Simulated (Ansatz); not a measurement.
# Fields on a plane of La(BC)2 (space group P4/mbm)

```
CELL_PARAMETERS angstrom
      5.37877     0.00000     0.00000
      0.00000     5.37877     0.00000
      0.00000     0.00000     3.91511
ATOMIC_POSITIONS crystal
  La 0.50000 0.50000 0.00000
  La 0.00000 0.00000 0.00000
  B  0.63728 0.13728 0.50000
  B  0.36272 0.86272 0.50000
  B  0.86272 0.63728 0.50000
  B  0.13728 0.36272 0.50000
  C  0.66145 0.83855 0.50000
  C  0.33855 0.16145 0.50000
  C  0.16145 0.66145 0.50000
  C  0.83855 0.33855 0.50000
```

The slice is a (-1 2 0) plane (indices of the conventional cell) through the point (0.363, 0.863, 0.500) (fractional), spanned by u = [001] and v = [210] in vectors of this cell: u (3.92 Å) and v (12.03 Å, at 90° to u). It covers one period; positions are fractions (u, v).

Atoms on it: B at (0.00, 0.00); B at (0.00, 0.75), 0.1 Å off the plane. Other atoms lie within 1 Å of the plane.

Level of theory: PBEsol (plane waves to 420 eV, PAW, scalar-relativistic; Ansatz, an electronic-structure program). k mesh 9×9×12. Near the nuclei the fields are pseudised (PAW); where an atom keeps semicore shells as valence, they peak there. La(BC)2 is run without spin polarisation. La(BC)2 was relaxed with its symmetry unable to fall.

```
v \ u  0.00  0.12  0.25  0.38  0.50  0.62  0.75  0.88
-----  ----  ----  ----  ----  ----  ----  ----  ----
0.88    0.2  -0.1  -0.6  -0.9  -1.0  -0.9  -0.6  -0.1
0.75   -0.5  -0.3  -0.6  -1.1  -1.2  -1.1  -0.6  -0.3
0.62   -0.9  -0.9  -0.4   0.1   0.2   0.1  -0.4  -0.9
0.50   -0.5  -0.6  -0.6  -0.3  -0.2  -0.3  -0.6  -0.6
0.38   -0.2  -0.4  -0.7  -0.8  -0.8  -0.8  -0.7  -0.4
0.25   -0.6  -0.7  -0.6  -0.2   0.0  -0.2  -0.6  -0.7
0.12    0.0  -0.2  -0.7  -1.2  -1.4  -1.2  -0.7  -0.2
0.00   -0.6  -0.3  -0.6  -1.0  -1.2  -1.0  -0.6  -0.3
```

Values: log₁₀ of the valence density in e/Å³. The scale is logarithmic, as a density can span decades between atoms and voids.

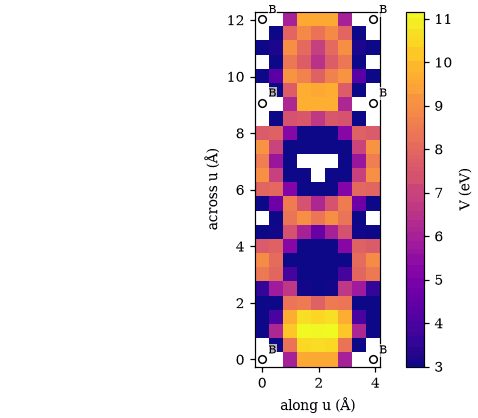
*Electrostatic potential energy of an electron, from the cell's mean, in eV, one period of the plane, atoms marked. Points within 0.6 Å of a nucleus are left white, as the pseudised field means little there. Values under 3 eV are set to 3. The zero, the cell's mean, hangs on the PAW cores.*
